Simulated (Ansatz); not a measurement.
**Geometry relaxation, with input and output: WH5F**

The run: geometry relaxation of WH5F. Method and program: RKS PBE0-D4/def2-SVP (Ansatz 0.2.0).

It belongs to a series of runs on one base structure; here: start relaxed. Figures and captions count atoms from 1; the log counts them from 0 in places.

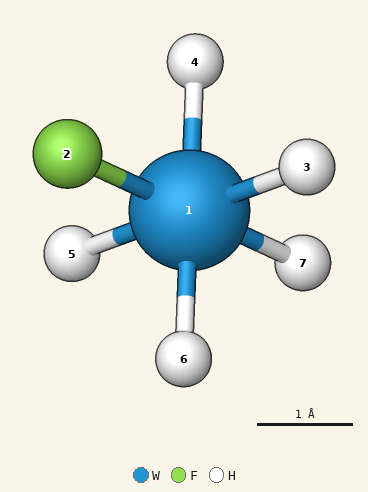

*The starting structure (ball-and-stick view, seen at a tilt; atoms are numbered from 1 in the order of the input). Sticks mark near contacts.*

Bond lengths as drawn: F–W 1.85 Å and H–W 1.72 Å.

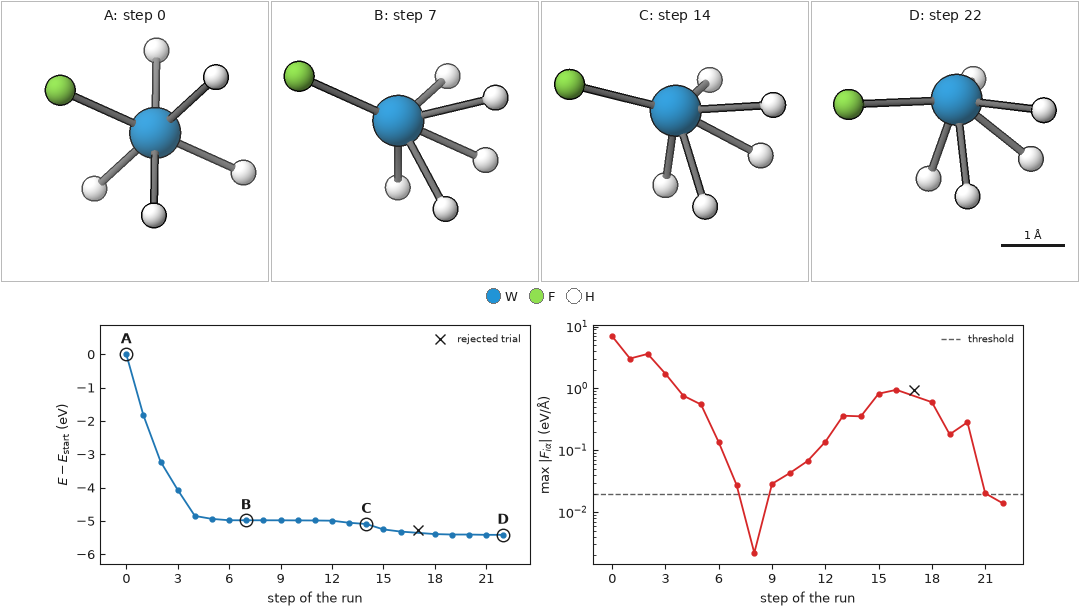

*Frames of the relaxation (ball-and-stick view, seen at a tilt) above the curves, on which the letters mark them (the first geometry is step 0 here and step 1 in the log).*

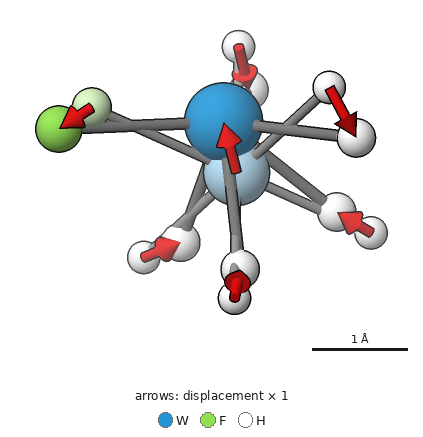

*Start (faint) and end (solid) with the displacements as red arrows, at true length (ball-and-stick view, seen at a tilt). The two geometries are laid on each other by the best rigid fit.*

After 22 geometry steps the energy has fallen by 5.416 eV. The largest force component goes from 7 to 0.014 eV/Å. The line search rejected the trial step at point 17 (counted from 0) and went back. The largest moves after the best rigid fit, 0.60 Å, are those of H3 and H4. Largest moves by element: H 0.60 Å, W 0.57 Å, F 0.43 Å. Among the contacts that change: W1–H5 1.720 → 1.641 Å, W1–H7 1.720 → 1.677 Å, W1–F2 1.850 → 1.886 Å, W1–H3 1.720 → 1.695 Å. Among the angles that change: H3–W1–H5 180.0° → 118.0°, F2–W1–H7 180.0° → 142.6°, F2–W1–H3 90.0° → 122.4°. (Atoms are counted from 1 in the order of the input.)

These pictures come from the run below.

The input:
```yaml
crystal:
  periodic: [false, false, false]
  atoms:
    - { symbol: W, position_ang: [0.0, 0.0, 0.0] }
    - { symbol: F, position_ang: [0.0, 0.0, 1.85] }
    - { symbol: H, position_ang: [1.72, 0.0, 0.0] }
    - { symbol: H, position_ang: [0.0, 1.72, 0.0] }
    - { symbol: H, position_ang: [-1.72, 0.0, 0.0] }
    - { symbol: H, position_ang: [0.0, -1.72, 0.0] }
    - { symbol: H, position_ang: [0.0, 0.0, -1.72] }
basis:
  gaussian: { orbitals: def2-SVP }
hamiltonian:
  xc: pbe0
  dispersion: d4
relax:
  f_tol: 0.02
  max_steps: 40
```

Command:
```bash
ansatz run input.yaml --threads 1 --pin off --max-ram 2048MiB --backend cpu --events-out ev --progress --plain --runs-dir out
```

Log:
```
The last accepted step is kept in [file] (removed where the run ends without a failure and the disk answers)
Engine: ansatz 0.2.0, aarch64-unknown-linux-gnu
Functional definition: PBE0
  parameter a = 0.25
  parameter kappa = 0.804
  parameter beta = 0.06672455060314922
  exchange = (1 - a)*pbe_x(kappa = kappa, mu = beta*pi^2/3) + a*exact_x
  correlation = pbe_c(beta = beta)
772 factors; integrals over basis functions are off by at most 1.9e-4 eV
mean field evaluation 1: about -4607.5663 eV, gradient 4.0e1 eV
mean field evaluation 2: about -4546.8663 eV, gradient 1.7e2 eV
mean field evaluation 4: about -4611.3326 eV, gradient 5.7e0 eV
mean field evaluation 8: about -4611.4049 eV, gradient 3.5e-1 eV
mean field evaluation 16: about -4611.4058 eV, gradient 5.7e-5 eV
mean field evaluation 32: about -4610.8551 eV, gradient 3.2e0 eV
mean field -4611.40580962 eV, -169.4660377805 hartree, gradient 1.0e-5 eV, S^2 0.000000; 3 other end points of the search recorded, 0 dependent functions left out
the calculation of the forces begins
reference -4611.40585622 eV, -169.4660394930 hartree; 14, 14 occupied and 57, 57 virtual orbitals, 772 factors
relax step   1: F+E_penalty+E_count = -4611.49686277 eV  Δ(F+E_penalty+E_count) = +0.000e0 eV  max|allowed force component| = 6.952e0 eV/Å  Δτ_max = 0.0000 Å  (76 SCF iters, accepted)
these checks for a lower state are left out or cut short: starts, cluster_reference, orbital_swaps, neighbouring_geometries, increment
772 factors; integrals over basis functions are off by at most 2.6e-4 eV
mean field -4613.23959817 eV, -169.5334282666 hartree, gradient 3.1e-5 eV, S^2 0.000000; 0 other end points of the search recorded, 0 dependent functions left out
[... from here on the field's lines of each further geometry are left out, up to the last ...]
relax step   2: F+E_penalty+E_count = -4613.32958253 eV  Δ(F+E_penalty+E_count) = -1.833e0 eV  max|allowed force component| = 3.039e0 eV/Å  Δτ_max = 0.1943 Å  (41 SCF iters, accepted)
relax step   3: F+E_penalty+E_count = -4614.71604497 eV  Δ(F+E_penalty+E_count) = -1.386e0 eV  max|allowed force component| = 3.610e0 eV/Å  Δτ_max = 0.1988 Å  (34 SCF iters, accepted)
relax step   4: F+E_penalty+E_count = -4615.56518919 eV  Δ(F+E_penalty+E_count) = -8.491e-1 eV  max|allowed force component| = 1.719e0 eV/Å  Δτ_max = 0.1693 Å  (33 SCF iters, accepted)
relax step   5: F+E_penalty+E_count = -4616.34568972 eV  Δ(F+E_penalty+E_count) = -7.805e-1 eV  max|allowed force component| = 7.633e-1 eV/Å  Δτ_max = 0.1988 Å  (31 SCF iters, accepted)
relax step   6: F+E_penalty+E_count = -4616.43488293 eV  Δ(F+E_penalty+E_count) = -8.919e-2 eV  max|allowed force component| = 5.495e-1 eV/Å  Δτ_max = 0.0463 Å  (28 SCF iters, accepted)
relax step   7: F+E_penalty+E_count = -4616.47553084 eV  Δ(F+E_penalty+E_count) = -4.065e-2 eV  max|allowed force component| = 1.342e-1 eV/Å  Δτ_max = 0.0568 Å  (28 SCF iters, accepted)
relax step   8: F+E_penalty+E_count = -4616.47642123 eV  Δ(F+E_penalty+E_count) = -8.904e-4 eV  max|allowed force component| = 2.765e-2 eV/Å  Δτ_max = 0.0076 Å  (27 SCF iters, accepted)
relax step   9: F+E_penalty+E_count = -4616.47645029 eV  Δ(F+E_penalty+E_count) = -2.906e-5 eV  max|allowed force component| = 2.194e-3 eV/Å  Δτ_max = 0.0015 Å  (29 SCF iters, accepted)
relax step  10: F+E_penalty+E_count = -4616.47709980 eV  Δ(F+E_penalty+E_count) = -6.495e-4 eV  max|allowed force component| = 2.869e-2 eV/Å  Δτ_max = 0.0166 Å  (28 SCF iters, accepted)
relax step  11: F+E_penalty+E_count = -4616.47977097 eV  Δ(F+E_penalty+E_count) = -2.671e-3 eV  max|allowed force component| = 4.281e-2 eV/Å  Δτ_max = 0.0319 Å  (31 SCF iters, accepted)
relax step  12: F+E_penalty+E_count = -4616.48267393 eV  Δ(F+E_penalty+E_count) = -2.903e-3 eV  max|allowed force component| = 6.706e-2 eV/Å  Δτ_max = 0.0162 Å  (28 SCF iters, accepted)
relax step  13: F+E_penalty+E_count = -4616.48879569 eV  Δ(F+E_penalty+E_count) = -6.122e-3 eV  max|allowed force component| = 1.372e-1 eV/Å  Δτ_max = 0.0251 Å  (31 SCF iters, accepted)
relax step  14: F+E_penalty+E_count = -4616.55077448 eV  Δ(F+E_penalty+E_count) = -6.198e-2 eV  max|allowed force component| = 3.617e-1 eV/Å  Δτ_max = 0.1592 Å  (32 SCF iters, accepted)
relax step  15: F+E_penalty+E_count = -4616.58785305 eV  Δ(F+E_penalty+E_count) = -3.708e-2 eV  max|allowed force component| = 3.535e-1 eV/Å  Δτ_max = 0.0489 Å  (31 SCF iters, accepted)
relax step  16: F+E_penalty+E_count = -4616.75012872 eV  Δ(F+E_penalty+E_count) = -1.623e-1 eV  max|allowed force component| = 8.220e-1 eV/Å  Δτ_max = 0.1904 Å  (36 SCF iters, accepted)
relax step  17: F+E_penalty+E_count = -4616.81482359 eV  Δ(F+E_penalty+E_count) = -6.469e-2 eV  max|allowed force component| = 9.481e-1 eV/Å  Δτ_max = 0.1948 Å  (32 SCF iters, accepted)
relax step  18: F+E_penalty+E_count = -4616.77366798 eV  Δ(F+E_penalty+E_count) = +4.116e-2 eV  max|allowed force component| = 9.366e-1 eV/Å  Δτ_max = 0.1994 Å  (30 SCF iters, rejected (line search))
relax step  19: F+E_penalty+E_count = -4616.89039540 eV  Δ(F+E_penalty+E_count) = -7.557e-2 eV  max|allowed force component| = 5.987e-1 eV/Å  Δτ_max = 0.0823 Å  (31 SCF iters, accepted)
relax step  20: F+E_penalty+E_count = -4616.90384599 eV  Δ(F+E_penalty+E_count) = -1.345e-2 eV  max|allowed force component| = 1.806e-1 eV/Å  Δτ_max = 0.0786 Å  (30 SCF iters, accepted)
relax step  21: F+E_penalty+E_count = -4616.90435829 eV  Δ(F+E_penalty+E_count) = -5.123e-4 eV  max|allowed force component| = 2.839e-1 eV/Å  Δτ_max = 0.0542 Å  (29 SCF iters, accepted)
relax step  22: F+E_penalty+E_count = -4616.91309485 eV  Δ(F+E_penalty+E_count) = -8.737e-3 eV  max|allowed force component| = 2.018e-2 eV/Å  Δτ_max = 0.0251 Å  (27 SCF iters, accepted)
the calculation of the forces begins
reference -4616.82123945 eV, -169.6650511561 hartree; 14, 14 occupied and 57, 57 virtual orbitals, 772 factors
relax step  23: F+E_penalty+E_count = -4616.91327071 eV  Δ(F+E_penalty+E_count) = -1.759e-4 eV  max|allowed force component| = 1.385e-2 eV/Å  Δτ_max = 0.0074 Å  (28 SCF iters, accepted)
772 factors; integrals over basis functions are off by at most 8.7e-4 eV
mean field evaluation 192: about -4616.8212 eV, gradient 3.7e-4 eV
mean field -4616.82119937 eV, -169.6650496830 hartree, gradient 3.1e-5 eV, S^2 0.000000; 1 other end points of the search recorded, 0 dependent functions left out
the calculation of the forces begins
reference -4616.82123945 eV, -169.6650511561 hartree; 14, 14 occupied and 57, 57 virtual orbitals, 772 factors
Total energy: -4616.91331079 eV, -169.6684347154 hartree
Atom 0 at     0.302152     0.302503     0.381414 Å, force     0.010553     0.013850    -0.000887 eV/Å
Atom 1 at    -0.250041    -0.256521     2.096043 Å, force    -0.000716    -0.004690     0.006523 eV/Å
Atom 2 at     1.614462    -0.403699    -0.425845 Å, force    -0.002343     0.001215     0.003273 eV/Å
Atom 3 at    -0.421641     1.610077    -0.416713 Å, force     0.002908     0.000121    -0.000892 eV/Å
Atom 4 at    -1.210354    -0.081008    -0.126038 Å, force    -0.007400    -0.001654    -0.002461 eV/Å
Atom 5 at    -0.075326    -1.212389    -0.124680 Å, force     0.000038    -0.004506    -0.004643 eV/Å
Atom 6 at     0.040749     0.041036    -1.254180 Å, force    -0.003040    -0.004336    -0.000913 eV/Å
Dipole moment:     0.376534     0.379502     0.140916 e Å
```

Trajectory as extended XYZ (Å, eV, eV/Å), 15 of the 23 frames kept, from step=1 to step=23:
```
7
Properties=species:S:1:pos:R:3:forces:R:3 step=1 energy=-4611.49686
W     0.0000    0.0000    0.0000    0.0000   0.0000   6.9516
F     0.0000    0.0000    1.8500    0.0000   0.0000  -0.0921
H     1.7200    0.0000    0.0000    1.5490   0.0000  -1.6601
H     0.0000    1.7200    0.0000    0.0000   1.5490  -1.6601
H    -1.7200    0.0000    0.0000   -1.5490   0.0000  -1.6601
H     0.0000   -1.7200    0.0000    0.0000  -1.5490  -1.6601
H     0.0000    0.0000   -1.7200    0.0000   0.0000  -0.2191
7
Properties=species:S:1:pos:R:3:forces:R:3 step=3 energy=-4614.71605
W     0.0000    0.0000    0.3757    0.0000   0.0000  -3.6097
F     0.0000    0.0000    2.1882    0.0000   0.0000   3.2024
H     1.7224    0.0000   -0.2334   -1.6692   0.0000  -0.2855
H     0.0000    1.7224   -0.2334    0.0000  -1.6692  -0.2855
H    -1.7224    0.0000   -0.2334    1.6692   0.0000  -0.2855
H     0.0000   -1.7224   -0.2334    0.0000   1.6692  -0.2855
H     0.0000    0.0000   -1.5004    0.0000   0.0000   1.5492
7
Properties=species:S:1:pos:R:3:forces:R:3 step=4 energy=-4615.56519
W     0.0016    0.0006    0.3907   -0.0494  -0.0182   1.3247
F     0.0019    0.0007    2.3575    0.0021   0.0008  -1.2822
H     1.6173    0.0000   -0.2830   -1.0722  -0.0018  -0.4629
H     0.0001    1.6149   -0.2868   -0.0051  -1.0756  -0.4485
H    -1.6096    0.0001   -0.2948    1.0827  -0.0021  -0.4179
H     0.0003   -1.6121   -0.2911   -0.0054   1.0795  -0.4320
H    -0.0116   -0.0043   -1.4626    0.0473   0.0174   1.7187
7
Properties=species:S:1:pos:R:3:forces:R:3 step=6 energy=-4616.43488
W    -0.0002   -0.0001    0.5033    0.0061   0.0034  -0.3076
F     0.0025    0.0009    2.4352   -0.0019  -0.0009  -0.0324
H     1.4325   -0.0009   -0.3902   -0.2737   0.0000  -0.0535
H    -0.0026    1.4315   -0.3918    0.0000  -0.2712  -0.0521
H    -1.4297   -0.0010   -0.3945    0.2670   0.0001  -0.0513
H    -0.0027   -1.4308   -0.3930    0.0002   0.2694  -0.0526
H     0.0002    0.0005   -1.2391    0.0023  -0.0008   0.5495
7
Properties=species:S:1:pos:R:3:forces:R:3 step=7 energy=-4616.47553
W     0.0000    0.0000    0.5267    0.0071   0.0063  -0.0906
F     0.0011    0.0002    2.4644   -0.0025  -0.0015  -0.1220
H     1.3836   -0.0009   -0.4190   -0.0100  -0.0001   0.0214
H    -0.0019    1.3832   -0.4196    0.0003  -0.0099   0.0219
H    -1.3833   -0.0009   -0.4192    0.0118  -0.0002   0.0179
H    -0.0019   -1.3836   -0.4186    0.0002   0.0118   0.0173
H     0.0025    0.0020   -1.1847   -0.0070  -0.0064   0.1342
7
Properties=species:S:1:pos:R:3:forces:R:3 step=9 energy=-4616.47645
W     0.0004    0.0004    0.5243    0.0022   0.0012  -0.0016
F     0.0004   -0.0001    2.4581   -0.0011  -0.0005   0.0009
H     1.3848   -0.0007   -0.4183   -0.0002  -0.0003   0.0000
H    -0.0014    1.3846   -0.4186   -0.0001  -0.0001   0.0002
H    -1.3837   -0.0007   -0.4185    0.0001  -0.0003   0.0005
H    -0.0014   -1.3839   -0.4182   -0.0001   0.0003   0.0003
H     0.0007    0.0004   -1.1788   -0.0007  -0.0003  -0.0003
7
Properties=species:S:1:pos:R:3:forces:R:3 step=10 energy=-4616.47710
W     0.0128    0.0091    0.5242    0.0287   0.0199  -0.0072
F    -0.0102   -0.0075    2.4581   -0.0111  -0.0076  -0.0078
H     1.3931   -0.0105   -0.4278    0.0041  -0.0094   0.0028
H    -0.0155    1.3904   -0.4252   -0.0126   0.0009   0.0047
H    -1.3754   -0.0105   -0.4090    0.0072  -0.0068   0.0028
H    -0.0155   -1.3781   -0.4116   -0.0100   0.0072   0.0045
H     0.0105    0.0073   -1.1788   -0.0062  -0.0042   0.0002
7
Properties=species:S:1:pos:R:3:forces:R:3 step=12 energy=-4616.48267
W     0.0391    0.0282    0.5220    0.0671   0.0506  -0.0193
F    -0.0273   -0.0196    2.4523   -0.0346  -0.0242   0.0221
H     1.4123   -0.0409   -0.4419    0.0343  -0.0231  -0.0217
H    -0.0561    1.4093   -0.4256   -0.0335   0.0199  -0.0232
H    -1.3512   -0.0281   -0.3979   -0.0045  -0.0264   0.0107
H    -0.0432   -1.3635   -0.3959   -0.0377  -0.0151   0.0028
H     0.0263    0.0147   -1.1830    0.0088   0.0184   0.0284
7
Properties=species:S:1:pos:R:3:forces:R:3 step=14 energy=-4616.55077
W     0.1408    0.1096    0.5073   -0.1033   0.0588  -0.3617
F    -0.0856   -0.0637    2.4202   -0.0781  -0.0969  -0.3022
H     1.4840   -0.1806   -0.4728    0.1248  -0.0848   0.0305
H    -0.2253    1.4630   -0.4273   -0.0716   0.0583   0.0810
H    -1.2757   -0.0767   -0.3503    0.1056   0.0135   0.2449
H    -0.1202   -1.2953   -0.3498   -0.0013   0.0171   0.2452
H     0.0820    0.0436   -1.1973    0.0240   0.0340   0.0623
7
Properties=species:S:1:pos:R:3:forces:R:3 step=15 energy=-4616.58785
W     0.1504    0.1223    0.4879    0.3535   0.3473  -0.2086
F    -0.1053   -0.0864    2.3842   -0.1406  -0.1502  -0.1399
H     1.5078   -0.1974   -0.4775   -0.0134  -0.1063   0.0653
H    -0.2446    1.4842   -0.4285   -0.1178  -0.0178   0.0714
H    -1.2850   -0.0703   -0.3162    0.0494  -0.0515   0.0647
H    -0.1189   -1.3129   -0.3043   -0.0699   0.0391   0.0990
H     0.0955    0.0606   -1.2157   -0.0612  -0.0607   0.0481
7
Properties=species:S:1:pos:R:3:forces:R:3 step=17 energy=-4616.81482
W     0.3134    0.3039    0.3814   -0.3915  -0.9463   0.1237
F    -0.2790   -0.2979    2.1144    0.4252   0.4708  -0.9481
H     1.6567   -0.3728   -0.5022   -0.5257   0.2553   0.4106
H    -0.4525    1.6206   -0.4320    0.2412  -0.4015   0.3041
H    -1.2146   -0.0396   -0.1232    0.1404   0.0139  -0.1071
H    -0.1296   -1.2720   -0.0305    0.2158   0.7181  -0.0907
H     0.1055    0.0578   -1.2779   -0.1052  -0.1103   0.3074
7
Properties=species:S:1:pos:R:3:forces:R:3 step=18 energy=-4616.77367 accepted=F
W     0.3033    0.3014    0.3800   -0.5291  -0.8749   0.5109
F    -0.1769   -0.2760    2.1536    0.1483   0.3089  -0.9366
H     1.6386   -0.4267   -0.3914   -0.1424   0.2778  -0.0755
H    -0.5476    1.5458   -0.3816    0.2745   0.2394  -0.0259
H    -1.2345    0.1271   -0.2308    0.3438  -0.4799   0.2511
H    -0.0538   -1.2369   -0.1525   -0.2116   0.3856   0.3501
H     0.0710   -0.0348   -1.2472    0.1164   0.1431  -0.0742
7
Properties=species:S:1:pos:R:3:forces:R:3 step=20 energy=-4616.90385
W     0.3150    0.3122    0.3878   -0.1302  -0.1695  -0.1806
F    -0.2517   -0.2785    2.0836    0.0098   0.0372   0.1497
H     1.6005   -0.4003   -0.4505    0.1019   0.0488   0.0418
H    -0.4534    1.5873   -0.4116    0.0588   0.1082   0.0117
H    -1.1923   -0.0390   -0.1460   -0.0422  -0.0309   0.0478
H    -0.0861   -1.2013   -0.0947    0.0005  -0.0438   0.0068
H     0.0681    0.0196   -1.2386    0.0014   0.0498  -0.0771
7
Properties=species:S:1:pos:R:3:forces:R:3 step=21 energy=-4616.90436
W     0.2971    0.2967    0.3680    0.2723   0.2839   0.2495
F    -0.2514   -0.2600    2.0800   -0.0202  -0.0234   0.0811
H     1.6315   -0.3936   -0.4128   -0.0258  -0.0780  -0.0926
H    -0.4162    1.6253   -0.4010   -0.0722  -0.0267  -0.0922
H    -1.2215   -0.0634   -0.1206   -0.0670  -0.1169  -0.1113
H    -0.0640   -1.2238   -0.1150   -0.1130  -0.0679  -0.1108
H     0.0245    0.0188   -1.2685    0.0259   0.0291   0.0764
7
Properties=species:S:1:pos:R:3:forces:R:3 step=23 energy=-4616.91327
W     0.3022    0.3025    0.3814    0.0106   0.0138  -0.0009
F    -0.2500   -0.2565    2.0960   -0.0007  -0.0047   0.0065
H     1.6145   -0.4037   -0.4258   -0.0023   0.0012   0.0033
H    -0.4216    1.6101   -0.4167    0.0029   0.0001  -0.0009
H    -1.2104   -0.0810   -0.1260   -0.0074  -0.0017  -0.0025
H    -0.0753   -1.2124   -0.1247    0.0000  -0.0045  -0.0046
H     0.0407    0.0410   -1.2542   -0.0030  -0.0043  -0.0009
```

Results in brief:

- outcome: converged
- total energy: −4616.9133 eV
- mean-field energy: −4616.8212 eV
- largest force (length of the vector) at the end: 0.017 eV/Å
- hardware: 1 thread of Arm Neoverse V2, 24 GiB of memory available, shared host
- wall time: 64 s
- peak memory: 0.13 GiB
